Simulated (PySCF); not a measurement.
System: C$_{4}$H$_{10}$Cl$_{2}$SSi$_{2}$.

```xyz
19

C    -2.7245   -0.1588   -0.3660
C    -1.5654   -0.1823    0.5699
S    -1.3252    1.0405    1.6253
C    -0.6167   -1.2991    0.4558
Si    0.5636   -1.0976   -1.0674
Si    1.6593    0.9533   -1.0029
Cl    0.5073    2.5131   -1.5855
C     2.2193    1.3068    0.7974
Cl    3.0708   -0.1421    1.4052
H    -2.3886    0.2209   -1.3333
H    -3.1335   -1.1557   -0.5225
H    -3.5026    0.5054    0.0024
H    -1.1466   -2.2442    0.3347
H     0.0043   -1.3605    1.3489
H    -0.2758   -1.2665   -2.2644
H     1.4680   -2.2483   -1.0055
H     2.8714    0.9989   -1.8267
H     2.9170    2.1378    0.8802
H     1.3882    1.4875    1.4774
```

Geometry: GFN2-xTB.

Computed with PBE0/pcSseg-1, SCF density, gas phase, non-relativistic in PySCF 2.14.0.

### Predict the electron density and electron localisation function between the atoms.

C–Si (1.92 Å): ρ at the midpoint is about 0.91 e/Å³; the ELF peaks at about 0.95 between the atoms: a covalent bond.

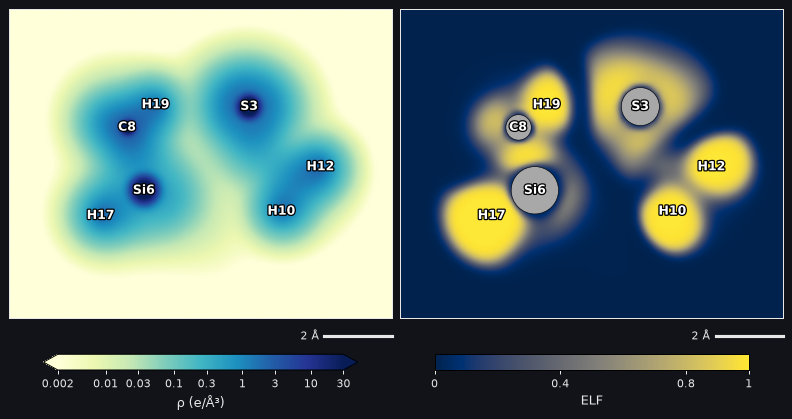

Computed electron density and electron localisation function on the plane of atoms C8, Si6 and H17, in this order. Grey discs cover the atomic cores in the ELF map. 
